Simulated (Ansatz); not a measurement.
# C₂H₁₀Al₂O₂: basis-set convergence

Aim: see how fast density functionals converge with the basis set for C₂H₁₀Al₂O₂.

Computed with Ansatz 0.2.0, Gaussian basis. Level: one geometry, several basis sets.

The runs, in order: PBE0-D4/def2-SVP; ωB97M-V/def2-SVP; PBE0-D4/def2-QZVPP; ωB97M-V/def2-QZVPP; the functionals' def2-TZVPP values are taken from earlier runs.

## (1) The relaxed structure

All runs share one geometry, relaxed beforehand with PBE0-D4 in a triple-zeta def2 set.

16 atoms, charge 0, spin multiplicity 1.

Atoms are counted from 1 here; the program's logs count them from 0.

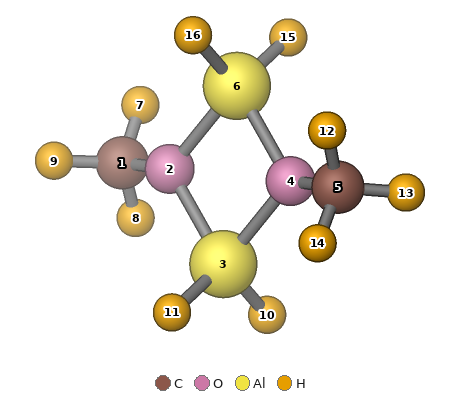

The structure; carbon brown, oxygen pink, aluminium yellow, hydrogen amber; atoms are numbered from 1 in the order of the file.

## (2) PBE0-D4 in def2-SVP

Contents of in.yaml:

```yaml
crystal:
  periodic: [false, false, false]
  atoms:
    - {symbol: C, position_ang: [-0.290126, -1.026818, 2.348111]}
    - {symbol: O, position_ang: [0.028675, -0.328169, 1.156961]}
    - {symbol: Al, position_ang: [0.983770, -0.951117, -0.293889]}
    - {symbol: O, position_ang: [-0.028699, 0.327900, -1.156834]}
    - {symbol: C, position_ang: [0.290308, 1.026425, -2.348041]}
    - {symbol: Al, position_ang: [-0.983681, 0.950935, 0.294092]}
    - {symbol: H, position_ang: [-1.337127, -0.858527, 2.611016]}
    - {symbol: H, position_ang: [-0.138948, -2.099413, 2.204289]}
    - {symbol: H, position_ang: [0.346540, -0.678779, 3.164200]}
    - {symbol: H, position_ang: [0.552960, -2.453707, -0.575537]}
    - {symbol: H, position_ang: [2.507491, -0.505042, -0.338160]}
    - {symbol: H, position_ang: [0.091722, 2.093149, -2.220445]}
    - {symbol: H, position_ang: [-0.311764, 0.644256, -3.174935]}
    - {symbol: H, position_ang: [1.349446, 0.898934, -2.583963]}
    - {symbol: H, position_ang: [-2.507838, 0.506437, 0.337913]}
    - {symbol: H, position_ang: [-0.552739, 2.453525, 0.575230]}
basis:
  gaussian: {orbitals: def2-SVP}
hamiltonian: {xc: pbe0, dispersion: d4}
output: {orbitals: {seedname: orbitals}}
```

The run is started by

```
ansatz run in.yaml --threads 4 --pin off --events-out ev --progress --plain --max-ram 11315MiB
```

The runs that follow: ωB97M-V in def2-SVP; PBE0-D4 in def2-QZVPP; ωB97M-V in def2-QZVPP.

**Question.** What will the summary of the whole plan be? Wanted: PBE0-D4: double and triple zeta above quadruple; ωB97M-V: double and triple zeta above quadruple.

As calculated:

| quantity | value |
| --- | --- |
| PBE0-D4: double and triple zeta above quadruple | 12.68, 0.81 eV |
| ωB97M-V: double and triple zeta above quadruple | 12.91, 0.78 eV |

**Reading.** PBE0-D4 gains 11.87 eV from double to triple zeta, then 0.81 eV more. Total energies overstate the basis error of differences, where much of it tends to cancel. The LUMO of ωB97M-V is positive and keeps falling with the basis (1.54 to 0.71 eV): an unbound level that the basis holds in place.
